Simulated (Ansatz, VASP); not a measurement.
# PtF2 in two plane-wave programs

One calculation is typed for both programs; each brings its own data sets and cutoff. How far apart do they land? The cell is generated by rule, not measured, and may not be a known phase. The cell comes out of the VASP series on this material, whose earlier steps may have relaxed, scaled or displaced it; both programs get it as it stands.

Method: plane waves, with VASP 6.6.1 beside it; band structure at HSE06, in Ansatz 0.2.0.

The structure was built from a prototype and need not be the compound's stable phase.

## (1) Starting point

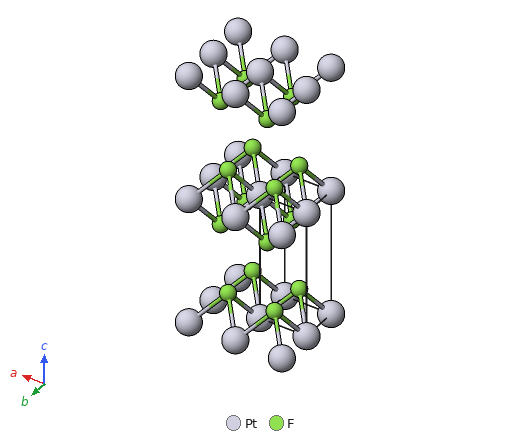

Start, viewed from a free direction; platinum light grey, fluorine green. 2×2×2 cells are drawn. Bonds to atoms that aren't drawn are left out. Some periodic images of atoms are drawn too.

## (2) Ansatz: band structure, HSE06

Ansatz runs on its default PAW (the set named soft_2) files.

The same path points are solved in both programs, so levels can be compared one by one.

File input.yaml:

```yaml
crystal:
  lattice:
    - [2.941561819, 0.0, 0.0]
    - [-1.470780909, 2.547467262, 0.0]
    - [0.0, 0.0, 5.30178]
  atoms:
    - { symbol: Pt, position: [0.0, 0.0, 0.0] }
    - { symbol: F, position: [0.333333333, 0.666666667, 0.2753036815] }
    - { symbol: F, position: [0.666666667, 0.333333333, 0.7246963185] }
hamiltonian:
  xc: { exchange: pbe, correlation: pbe, exx: { coeff: 0.25, omega: 0.2 } }
  pseudopotentials: { kind: paw }
kpoints:
  mp_grid: { grid: [6, 6, 4] }
  band_path:
    path:
      - [0.0, 0.0, 0.0]
      - [0.42857, 0.0, 0.0]
      - [0.40476, 0.19048, 0.0]
      - [0.19048, 0.19048, 0.0]
      - [0.0, 0.0, 0.07143]
      - [0.0, 0.0, 0.5]
      - [0.42857, 0.0, 0.5]
      - [0.38095, 0.2381, 0.5]
      - [0.19048, 0.19048, 0.5]
      - [0.5, 0.0, 0.35714]
      - [0.33333, 0.33333, 0.0]
      - [0.33333, 0.33333, 0.5]
    npoints: 1
scf:
  occupations: { method: gaussian, width: 0.02 }
  n_extra_bands: 7
output:
  forces: true
  stress: true
  eigenvalues: true
```

Run with:

```sh
$ ansatz run input.yaml --threads 4 --pin off --max-ram 9216MiB --backend cpu --events-out ev --progress --plain --runs-dir out
```

Numbers of over 12 decimals in the logs are rounded to 6 here.

What it wrote:

```text
Warning: output.stress: scf.convergence.dr2_threshold = 1e-7 eV (the SCF's general default) is looser than the 3e-10 eV advised for a printed stress (1e-10 eV for each atom of the cell: 3). What an SCF threshold leaves in a stress goes as its square root, and in the free energy as the threshold itself, and one threshold admits the most on a small cell: [figures from the program's tests cut] Set scf.convergence.dr2_threshold to 3e-10 eV or tighter. The threshold is an SCF's pass mark: one that does not reach it within its budget of iterations ends unconverged, or closes short of it on a stop that the run arms, and scf.convergence.dr2_threshold's page says what that costs each kind of run
Warning: output.stress: scf.exx.energy_threshold = 1e-6 eV is looser than the 3e-8 eV advised for a stress under a hybrid functional (1e-8 eV for each atom of the cell: 3). Every SCF of the exchange loop can meet its threshold on dr2 while the loop round them stops early: no threshold on dr2 bounds what that leaves in the stress. Set scf.exx.energy_threshold to 3e-8 eV or tighter. The threshold is the loop's pass mark: a loop that does not reach it within its budget of cycles ends unconverged, and scf.exx.energy_threshold's page has the law
scf.n_extra_bands = 7 over 16 filled bands (N_el = 32.0): the run solves 23 bands
Engine: ansatz 0.2.0, aarch64-unknown-linux-gnu
Pseudopotentials: kind: paw
Pseudopotential: Pt, paw, valence charge 18, recommended cutoff 420 eV (normal), Pt.paw.azcp
Pseudopotential: F, paw, valence charge 7, recommended cutoff 420 eV (normal), F.paw.azcp
Functional definition: unnamed
  parameter a_1 = 0.25
  parameter omega_1 = 0.2/angstrom
  exchange = pbe_x + (-a_1)*pbe_x_sr(omega_1) + a_1*exact_x_sr(omega_1)
  correlation = pbe_c
Crystal: 3 atoms, lattice volume = 39.729 Å³
Basis set: ecut = 420 eV, 761 PW (Γ), exchange–correlation on 40×40×72 points (8 copies of the dense FFT grid, shifted against one another)
Bands: 23, of which v1, the nominal top of the filled ones, is band 16 counted from 1 (15 counted from 0)
Symmetry: 12 space group operations
Space group: P-3m1 (ITA 164), of the structure as read, at distance tolerance 3.4e-5 Å
k-points: 24 of 144
Non-local potential: Pt, projectors of the file, l = 0: 3, l = 1: 2, l = 2: 2, l = 3: 1
Non-local potential: F, projectors of the file, l = 0: 2, l = 1: 2, l = 2: 1
PAW form: soft (Blöchl's): semilocal exchange-correlation on the pseudo side does not see the compensation charge
PAW frozen core: Pt, regenerated for the run's functional, and the local potential with it (the file was generated under x = pbe(κ = 0.804, μ = 0.219515), c = pbe(β = 0.066725))
PAW frozen core: F, regenerated for the run's functional, and the local potential with it (the file was generated under x = pbe(κ = 0.804, μ = 0.219515), c = pbe(β = 0.066725))
PAW one-centre angular grid: Pt, 590 points (default); XC on 64 Gauss nodes
PAW one-centre angular grid: F, 110 points (default); XC on 64 Gauss nodes
Initial density: superposition of atomic densities (neutral atoms: chi_scale 0, normalization atom), corrected by the library's trained network
Initial wavefunctions: pseudopotential atomic-orbital guess
Functional: x = pbe(κ = 0.804, μ = 0.219515), c = pbe(β = 0.066725), warm-up for x = pbe(κ = 0.804, μ = 0.219515) + 0.25 (exact − pbe) at short range (hse, ω = 0.2 Å⁻¹), c = pbe(β = 0.066725)
SCF iter   1: F=—  HF=-14134.663646 eV  |F-HF|=—  |Δ(HF+E_count)|=         —  Δρ=1.17e-2  dr2=1.29e-2  ethr=1.77e-3  ⟨swp⟩=10.5  Hψ=2605  notcnv=0
preconditioner: auto → none  [insulator: Δε(μ)=0.043 eV  Ē_g=17.290 eV  σ=0.020 eV  W_gap=0.52  n_scr=10 (ndim 8)  ℏωp=28.9 eV  f_vac=0.163  D(μ)=7.98/eV (n_scr^D=136)]
SCF iter   2: F=—  HF=-14134.661219 eV  |F-HF|=—  |Δ(HF+E_count)|=   2.43e-3  Δρ=5.38e-3  dr2=2.39e-3  ethr=4.02e-5  ⟨swp⟩=4.5  Hψ=1290  notcnv=0  defer=6
SCF iter   3: F=—  HF=-14134.662057 eV  |F-HF|=—  |Δ(HF+E_count)|=   8.38e-4  Δρ=3.89e-3  dr2=6.26e-3  ethr=7.46e-6  ⟨swp⟩=3.3  Hψ=1461  notcnv=0  defer=1  recentre
SCF iter   4: F=—  HF=-14134.661051 eV  |F-HF|=—  |Δ(HF+E_count)|=   1.01e-3  Δρ=1.04e-3  dr2=2.97e-4  ethr=7.46e-6  ⟨swp⟩=3.1  Hψ=1259  notcnv=0  defer=1
iter 5 solved again at ethr=1.35e-8 eV; its pass at ethr=9.29e-7 eV (dr2=4.33e-6 eV) is discarded
SCF iter   5: F=—  HF=-14134.661024 eV  |F-HF|=—  |Δ(HF+E_count)|=   2.71e-5  Δρ=2.17e-4  dr2=4.07e-6  ethr=1.35e-8  ⟨swp⟩=3.2  Hψ=2146  notcnv=0  defer=1
SCF iter   6: F=—  HF=-14134.661027 eV  |F-HF|=—  |Δ(HF+E_count)|=   2.43e-6  Δρ=1.67e-5  dr2=1.59e-7  ethr=1.27e-8  ⟨swp⟩=3.0  Hψ=997  notcnv=0  defer=1
SCF iter   7: F=—  HF=-14134.661027 eV  |F-HF|=—  |Δ(HF+E_count)|=   6.97e-9  Δρ=5.55e-6  dr2=5.49e-9  ethr=4.96e-10  ⟨swp⟩=3.0  Hψ=1155  notcnv=0  defer=1
SCF iter   8: F=-14134.661027 eV  HF=-14134.661027 eV  |F-HF|=7.19e-10  |Δ(HF+E_count)|=   8.16e-9  Δρ=1.85e-6  dr2=5.41e-10  ethr=1.72e-11  ⟨swp⟩=3.1  Hψ=1174  notcnv=0  defer=1
SCF 1 converged in 8 iterations: F = -14134.661027 eV  dr2 = 5.41e-10
  greatest PAW one-centre occupation: 1.000 electrons in one spin orbital (limit 2), on the Pt atom at site 0 (counted from 0), in its partial waves of l = 0
Initial density: handed on by an earlier stage of this run
Initial wavefunctions: those handed on with the density
[...]
Exchange kernel: α = 0.2500, screened, ω = 0.2000 Å⁻¹, Wigner–Seitz truncation, v(0) = 1122.9515 eV·Å³, q-mesh 6×6×4, nearest image of the exchange supercell L = 17.65 Å, pair-density grid 15×15×25, without the augmentation charges, whose exchange is taken in its separable form by FFT convolution over the k-point mesh (sized by the pseudopotential files, 18×18×36 at the most), smooth part of the exact exchange by density-matrix convolution
Frozen-core exchange: fock
[...]
SCF iter   1: F=—  HF=-14135.568779 eV  |F-HF|=—  |Δ(HF+E_count)|=         —  Δρ=1.11e-5  dr2=1.88e-5  ethr=6.30e-11  ⟨swp⟩=4.7  Hψ=2123  notcnv=0
preconditioner: auto → none  [insulator: Δε(μ)=0.057 eV  Ē_g=19.582 eV  σ=0.020 eV  W_gap=0.61  n_scr=10 (ndim 8)  ℏωp=28.9 eV  f_vac=0.174  D(μ)=4.23/eV (n_scr^D=54)]
SCF iter   2: F=—  HF=-14135.568866 eV  |F-HF|=—  |Δ(HF+E_count)|=   8.63e-5  Δρ=5.92e-6  dr2=1.55e-6  ethr=6.30e-11  ⟨swp⟩=3.7  Hψ=1257  notcnv=0  defer=2
SCF iter   3: F=—  HF=-14135.568873 eV  |F-HF|=—  |Δ(HF+E_count)|=   6.89e-6  Δρ=7.18e-6  dr2=1.35e-7  ethr=5.13e-11  ⟨swp⟩=3.5  Hψ=1138  notcnv=0  defer=2
Mixer restart at iter 3: flushing history
SCF iter   4: F=-14135.568873 eV  HF=-14135.568873 eV  |F-HF|=5.24e-9  |Δ(HF+E_count)|=   5.51e-7  Δρ=5.34e-6  dr2=1.63e-8  ethr=3.47e-11  ⟨swp⟩=3.1  Hψ=1033  notcnv=0  defer=2
SCF 9 converged in 4 iterations: F = -14135.568873 eV  dr2 = 1.63e-8
  Residual-converged pass: ⟨swp⟩=2.1  Hψ=914  notcnv=0  max |occ|·‖R‖ = 6.5e-6 eV (tolerance 6.7e-6 eV)  dr2=1.64e-8  dr2_onsite=3.87e-10  max |Δocc| = 1.0e-11
hybrid outer 1: dexx = +1.313e-4 eV, tail = 7.08e-8 eV
Exchange kernel: α = 0.2500, screened, ω = 0.2000 Å⁻¹, Wigner–Seitz truncation, v(0) = 1122.9515 eV·Å³, q-mesh 6×6×4, nearest image of the exchange supercell L = 17.65 Å, pair-density grid 15×15×25, without the augmentation charges, whose exchange is taken in its separable form by FFT convolution over the k-point mesh (sized by the pseudopotential files, 18×18×36 at the most), smooth part of the exact exchange by density-matrix convolution
Frozen-core exchange: fock
SCF iter   1: F=—  HF=-14135.568875 eV  |F-HF|=—  |Δ(HF+E_count)|=         —  Δρ=6.87e-6  dr2=1.90e-8  ethr=1.11e-9  ⟨swp⟩=3.4  Hψ=1140  notcnv=0
SCF iter   2: F=—  HF=-14135.568875 eV  |F-HF|=—  |Δ(HF+E_count)|=   1.42e-8  Δρ=5.89e-6  dr2=1.67e-8  ethr=4.90e-11  ⟨swp⟩=3.1  Hψ=1127  notcnv=0  defer=2
iter 3 solved again at ethr=1.00e-12 eV; its pass at ethr=4.84e-11 eV (dr2=8.48e-11 eV) is discarded
SCF iter   3: F=—  HF=-14135.568875 eV  |F-HF|=—  |Δ(HF+E_count)|=   1.84e-9  Δρ=6.26e-7  dr2=3.15e-10  ethr=1.08e-12 (applied; sched 1.00e-12)  ⟨swp⟩=3.2  Hψ=2070  notcnv=0
eigensolver tolerance schedule: the retry pair's looser diagonalisation over-reported the residual by 0.46 of it (diagonalisation noise at 0.47 of the residual, at the tolerance the schedule requests for it); recorded, not acted on — ethr = c·dr2/N_el stays at c = 1.0e-1
SCF iter   4: F=-14135.568875 eV  HF=-14135.568875 eV  |F-HF|=6.91e-11  |Δ(HF+E_count)|=  6.09e-10  Δρ=5.99e-7  dr2=8.53e-11  ethr=1.00e-12  ⟨swp⟩=2.8  Hψ=970  notcnv=0
SCF 10 converged in 4 iterations: F = -14135.568875 eV  dr2 = 8.53e-11
  Residual-converged pass: ⟨swp⟩=3.0  Hψ=1166  notcnv=0  max |occ|·‖R‖ = 2.6e-7 eV (tolerance 2.7e-7 eV)  dr2=8.66e-11  dr2_onsite=5.03e-12  max |Δocc| = 8.5e-14
hybrid outer 2: dexx = +2.315e-8 eV, tail = 1.86e-10 eV, Δε = 2.50e-4 eV (about 1.12e-5 eV left of the loop's levels), ΔF = 1.31e-4 eV/Å (tail 4.71e-5)
exact exchange: an outer loop of this run ended on a state whose frontier levels can be filled otherwise, and a further loop was made from that state with electrons moved between them. It converged no lower than the two loops' stops tell apart, in 8 SCF iterations, so its state is not used
NSCF: frozen V_eff on 12 k-points
hybrid SCF converged: 5 outer / 31 inner (+8 warm-up), last move |dexx| = 1.28e-10 eV, tail = 6.75e-11 eV
Stability not checked: this state was not tested for a lower state beside it, because the functional holds exact exchange (a hybrid, or Hartree-Fock), whose exchange loop this test does not read (fock_operator; see scf.lower_state_search)
Free energy (F): -14135.568875 eV
Frozen-core exchange: fock
Harris-Foulkes:  -14135.568875 eV  (|F-HF|=7.28e-12)
Internal energy: -14135.568025 eV  (E = F + TS)
E sigma→0 (E₀):  -14135.568450 eV
Entropy (-TS):   -0.000851 eV (-0.284 meV/atom)
Fermi energy:    9.072867 eV
--- Per-component energies (eV) ---
  E_band       = -457.192910
  E_kinetic    = 1049.668915
  E_local      = -3701.158526  (includes V_loc(G=0)·N_el)
  E_nonlocal   = 350.461299
  E_hartree    = 1421.500645
  E_xc         = -332.045242
  E_vxc        = -396.614984  (∫ρ·V_xc dr)
  E_exx        = -115.934709  (= α·E_x^exact, valence–valence)
  E_paw        = -9824.827615  (= ΣΔE_a)
  E_vpaw       = -370.685689  (= ΣTr[D̂ρ^β])
  E_aug_tail   = 0.004229  (compensation charges beyond the density's cutoff)
  E_ewald      = -2981.149092
  E_core_change = -2.087928  (= ΣΔE_core)
  E_smearing   = -0.000851  (= −TS)
  E_closure    = 0.000000  (closes the sum)
  Σ components = -14135.568875   (vs F -14135.568875, Δ=0.00e0)
--- Forces (eV/Å), atoms counted from 1 ---
  atom   1  Pt     0.00000000    -0.00000000     0.00000000
  atom   2  F     -0.00000000    -0.00000000    -0.43063691
  atom   3  F      0.00000000     0.00000000     0.43063691
  max |Σ_I F_I| component: 1.58e-30 eV/Å
--- Stress (GPa, compression-positive) ---
        8.447103       0.000000      -0.000000
        0.000000       8.447103       0.000000
       -0.000000       0.000000      -2.719343
  P = ⅓ Tr σ = 4.7250 GPa (47.250 kbar)
--- Band table (eV; the first three rows and the last of 24) ---
  k-point 0: bands = [... 12 lower, 5.0411, 5.5757, 5.5757, 8.2552, 8.2552, 10.1244, 17.5419, 20.9078, ... 3 higher]
  k-point 1: bands = [... 12 lower, 5.1943, 5.5769, 5.5769, 8.2810, 8.2810, 10.5428, 16.7360, 21.9018, ... 3 higher]
  k-point 2: bands = [... 12 lower, 5.2896, 5.5780, 5.5780, 8.3066, 8.3066, 11.0073, 16.0318, 23.0196, ... 3 higher]
  k-point 23: bands = [... 12 lower, 6.1600, 6.1600, 6.9262, 9.5647, 9.5647, 16.9752, 19.4558, 19.4558, ... 3 higher]
```

It took 52 s on 4 threads of Arm Neoverse V1, shared host; peak memory 1.1 GiB.

In the SCF lines HF is the Harris–Foulkes energy and dr2 the Hartree energy of the density residual, in eV; the loop may stop once dr2 is under the threshold and the program's other checks hold. Hψ counts applications of the Hamiltonian.

(Continued in part 2 of 2.)

[Lines on the potential files, build, host, timing and source positions are cut from VASP's logs without a mark.]

[Logs are printed without paths, hosts, clocks, repeated set-up lines and the standing remarks that a program may print on its own settings, such as how far it seeks lower states.]

[Hosts, paths, dates, database ids (printed as entryN), source tags and the programs' standing remarks are cut or masked in the printed files.]
